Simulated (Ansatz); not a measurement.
# SiS (SMILES [Si-]#[S+]) at wB97X/cc-pVTZ

Aim: the vertical ionisation energy of SiS at wB97X/cc-pVTZ, from 2 runs. 

The results are computed with Ansatz 0.2.0.

43 further runs of the same task are left out: 43 set aside as unsound or not needed.

### 1 The system as given

SiS has 2 atoms, charge 0, and is taken as a singlet. As SMILES, `[Si-]#[S+]`. Geometry: the measured bond length.

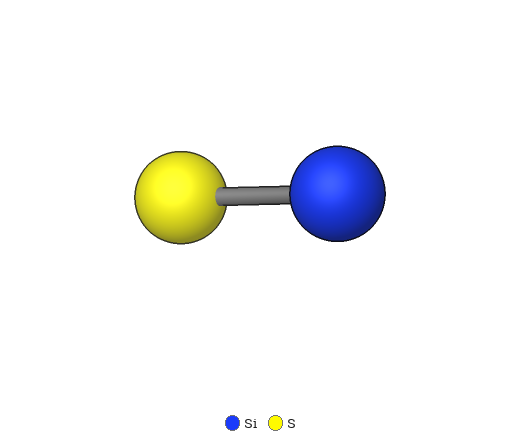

The structure, seen from a chosen angle (silicon blue, sulfur yellow).

### 2 The energy at wB97X/cc-pVTZ

The input, job.yaml:

```yaml
crystal:
  periodic: [false, false, false]
  atoms:
    - {symbol: Si, position_ang: [0.000000, 0.000000, 0.000000]}
    - {symbol: S, position_ang: [0.000000, 0.000000, 1.929321]}
basis:
  gaussian:
    orbitals: cc-pVTZ
hamiltonian:
  xc: {name: wB97X}
accuracy: high
output: {orbitals: {seedname: orbitals}}
```

Run with:

```bash
$ ansatz run job.yaml --threads 1 --pin off --max-ram 3480MiB --events-out events.jsonl --progress --plain --runs-dir runs
```

Standard output:

```text
Warning: RAYON_NUM_THREADS=1 ignored (pool sized by the plan → 1); use --threads N
Functional definition: wB97X
  name "wB97X"
  parameter omega = 0.3/bohr
  parameter cx = 0.157706
  parameter cx1 = 0.726479
  parameter cx2 = 1.04760
  parameter cx3 = -5.70635
  parameter cx4 = 13.2794
  parameter css1 = -4.33879
  parameter css2 = 18.2308
  parameter css3 = -31.7430
  parameter css4 = 17.2901
  parameter cos1 = 2.37031
  parameter cos2 = -11.3995
  parameter cos3 = 6.58405
  parameter cos4 = -3.78132
  exchange = spin_sum(e_x_unif_sr(omega)*poly(b97_u_x, 1 - cx, cx1, cx2, cx3, cx4)) + cx*exact_x_sr(omega)
      + exact_x_lr(omega)
  correlation = spin_sum(e_c_pw_same_spin*poly(b97_u_same, 1, css1, css2, css3, css4))
      + integral(e_c_pw_opposite_spin*poly(b97_u_opposite, 1, cos1, cos2, cos3, cos4))
939 factors; integrals over basis functions are off by at most 3.3e-9 eV
245 factors; integrals over basis functions are off by at most 2.2e-9 eV
mean field evaluation 1: about -18711.9433 eV, gradient 2.0e1 eV
mean field evaluation 2: about -18711.7021 eV, gradient 2.4e1 eV
mean field evaluation 4: about -18713.3805 eV, gradient 4.3e-1 eV
mean field evaluation 8: about -18713.3830 eV, gradient 6.4e-3 eV
mean field evaluation 16: about -18713.3830 eV, gradient 1.3e-6 eV
mean field -18713.38301156 eV, -687.7041412884 hartree, gradient 5.7e-8 eV, S^2 0.000000; 0 other end points of the search recorded, 0 dependent functions left out
reference -18713.38300980 eV, -687.7041412236 hartree; 15, 15 occupied and 53, 53 virtual orbitals, 939 factors
Total energy: -18713.38300980 eV, -687.7041412236 hartree
```

Wall time 8.7 s (1 thread of Arm Neoverse V1, shared host); peak memory 0.23 GiB.

### 3 The doublet cation, same level

Edit job.yaml of step 2 so:

```diff
@@ -8,2 +8,6 @@
     orbitals: cc-pVTZ
+total_charge: 1
+magnetization:
+  spin_polarized: true
+  initial_magnetization: 1
 hamiltonian:
```

Run with:

```bash
$ ansatz run job.yaml --threads 1 --pin off --max-ram 3480MiB --events-out events.jsonl --progress --plain --runs-dir runs
```

Standard output, shortened:

```text
Warning: RAYON_NUM_THREADS=1 ignored (pool sized by the plan → 1); use --threads N
[... 2 set-up lines as earlier in the session ...]
[...]
      + exact_x_lr(omega)
[...]
      + integral(e_c_pw_opposite_spin*poly(b97_u_opposite, 1, cos1, cos2, cos3, cos4))
939 factors; integrals over basis functions are off by at most 3.3e-9 eV
245 factors; integrals over basis functions are off by at most 2.2e-9 eV
[...]
mean field -18702.89133293 eV, -687.3185792100 hartree, gradient 7.3e-8 eV, S^2 0.780116; 3 other end points of the search recorded, 0 dependent functions left out
reference -18702.89133120 eV, -687.3185791465 hartree; 15, 14 occupied and 53, 54 virtual orbitals, 939 factors
Total energy: -18702.89133120 eV, -687.3185791465 hartree
```

Run time: 76 s. Hardware: 1 thread of Arm Neoverse V1, shared host; peak memory 0.39 GiB.

### 4 Outcome

At wB97X/cc-pVTZ:

| quantity | value |
| --- | --- |
| singlet SiS: total energy | -687.70414 Eh |
| singlet SiS: HOMO energy | -10.33 eV |
| singlet SiS: LUMO energy | -0.29 eV |
| singlet SiS: HOMO–LUMO gap | 10.04 eV |
| doublet cation: total energy | -687.31858 Eh |
| doublet cation: HOMO energy (highest over α and β) | -17.29 eV |
| doublet cation: LUMO energy (lowest over α and β) | -10.58 eV |
| doublet cation: ⟨S²⟩ | 0.780 |
| vertical ionisation energy (to the doublet cation) | 10.492 eV |

In words: The vertical ionisation energy comes to 10.49 eV (1012 kJ/mol). The negative HOMO energy of the first species, 10.33 eV, lies 0.17 eV below that difference.
